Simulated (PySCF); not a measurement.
**doublet S2O+ at 6 levels**

We compute a comparison of 6 runs (U-r2SCAN/def2-TZVP, U-revPBE/def2-TZVP, UB3LYP/def2-TZVP, UBLYP/def2-TZVP, UM06-2X/def2-TZVP, UPBE0/def2-TZVP) of doublet S2O+. 

The results are computed with PySCF 2.14.0.

2 further runs of the same task are left out: 2 set aside as unsound or not needed.

## Step 1: Starting point

S2O+ has 3 atoms, charge +1, and is taken as a doublet. SMILES of the parent species: `O=S=S`. Geometry: relaxed at GFN2-xTB. That shape belongs to the parent species and isn't relaxed for this state.

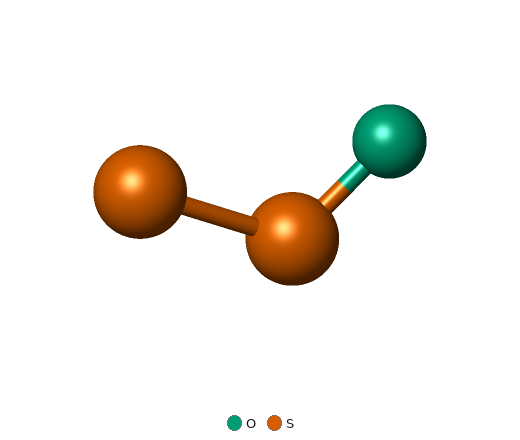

The structure, seen from a chosen angle (oxygen teal, sulfur orange).

## Step 2: The energy at U-r2SCAN/def2-TZVP (run 1)

Input file calc.py:

```python
from pyscf import gto, dft

mol = gto.Mole()
mol.atom = '''
O      0.815171     2.259205     0.912964
S      1.057245    -0.397712     0.301033
S     -1.872397    -1.861494    -1.213998
'''
mol.verbose = 3
mol.spin = 1
mol.max_memory = 1860
mol.unit = 'bohr'
mol.basis = 'def2-tzvp'
mol.charge = 1
mol.build()

calc0 = dft.UKS(mol)
calc0.xc = 'r2scan'
calc0.conv_tol = 1e-10
calc0.grids.level = 5
calc0.kernel()
if not calc0.converged:
    calc0 = calc0.newton().run(calc0.mo_coeff, calc0.mo_occ)

e_final = calc0.e_tot
print('E(%s) = %.9f' % ('R2SCAN', e_final))
```

On the command line:

```sh
OMP_NUM_THREADS=1 python calc.py
```

The log of the run:

```text
WARN: HOMO -0.289819569275743 >= LUMO -0.289819569275742

converged SCF energy = -871.179455224013  <S^2> = 0.76696954  2S+1 = 2.0168982
E(R2SCAN) = -871.179455224
```

Run time: 65 s. Hardware: 1 thread of Arm Neoverse V2, shared host; peak memory 0.58 GiB.

## Step 3: The energy at U-revPBE/def2-TZVP (run 2)

Input file input.xyz:

```xyz
3
OS2
O      0.431370     1.195520     0.483120
S      0.559470    -0.210460     0.159300
S     -0.990830    -0.985060    -0.642420
```

Input file run.py:

```python
from pyscf import gto, dft

system = gto.M(
    atom='input.xyz',
    spin=1,
    charge=1,
    max_memory=1860,
    basis='def2-tzvp',
    verbose=3,
)

mf = dft.UKS(system, xc='revpbe')
mf.conv_tol = 1e-10
mf.grids.level = 5
mf.kernel()
if not mf.converged:
    mf = mf.newton().run(mf.mo_coeff, mf.mo_occ)

e_final = mf.e_tot
print('E = %.10f Eh' % e_final)
```

On the command line:

```sh
OMP_NUM_THREADS=1 python run.py
```

The log of the run:

```text
WARN: HOMO -0.280461282660084 >= LUMO -0.280461282660082

converged SCF energy = -871.113459507777  <S^2> = 0.75870472  2S+1 = 2.0086859
E = -871.1134595078 Eh
```

Wall time 24 s (1 thread of Arm Neoverse V2, shared host); peak memory 0.54 GiB.

Runs 3 to 5 aren't shown in full; the table further down has their settings and results.

## Step 4: The energy at UPBE0/def2-TZVP (run 6)

Input file run.py:

```python
from pyscf import gto, dft

mol = gto.Mole()
mol.atom = [
    ('O', (0.431370, 1.195520, 0.483120)),
    ('S', (0.559470, -0.210460, 0.159300)),
    ('S', (-0.990830, -0.985060, -0.642420)),
]
mol.spin = 1
mol.charge = 1
mol.max_memory = 1860
mol.basis = 'def2-tzvp'
mol.verbose = 3
mol.build()

calc0 = dft.UKS(mol)
calc0.xc = 'pbe0'
calc0.grids.level = 5
calc0.conv_tol = 1e-10
calc0.kernel()
if not calc0.converged:
    calc0 = calc0.newton().run(calc0.mo_coeff, calc0.mo_occ)

energy = calc0.e_tot
print('E = %.10f Eh' % energy)
```

On the command line:

```sh
OMP_NUM_THREADS=1 python run.py
```

The log of the run:

```text
converged SCF energy = -870.904511163878  <S^2> = 0.76991267  2S+1 = 2.0198145
E = -870.9045111639 Eh
```

Run time: 29 s. Hardware: 1 thread of Arm Neoverse V2, shared host; peak memory 0.54 GiB.

## Step 5: All runs side by side

```
run               level  energy (Eh)  HOMO energy (eV)  LUMO energy (eV)   ⟨S²⟩  wall time
  1  U-r2SCAN/def2-TZVP  -871.179455            -14.80            -13.53  0.767       65 s
  2  U-revPBE/def2-TZVP  -871.113460            -14.44            -13.77  0.759       24 s
  3    UB3LYP/def2-TZVP  -871.291880            -15.71            -13.12  0.763       29 s
  4     UBLYP/def2-TZVP  -871.277952            -14.36            -13.81  0.757       24 s
  5   UM06-2X/def2-TZVP  -871.184409            -17.22            -11.73  0.771       70 s
  6     UPBE0/def2-TZVP  -870.904511            -15.97            -12.75  0.770       29 s
```

## Step 6: Outcome

```
                                 quantity          value
                      run 6: total energy  -870.90451 Eh
run 6: HOMO energy (highest over α and β)      -15.97 eV
 run 6: LUMO energy (lowest over α and β)      -12.75 eV
                              run 6: ⟨S²⟩          0.770
```

**Reading.** Totals of different functionals can't be ranked against each other. All runs together took 4 min, the longest 70 s.
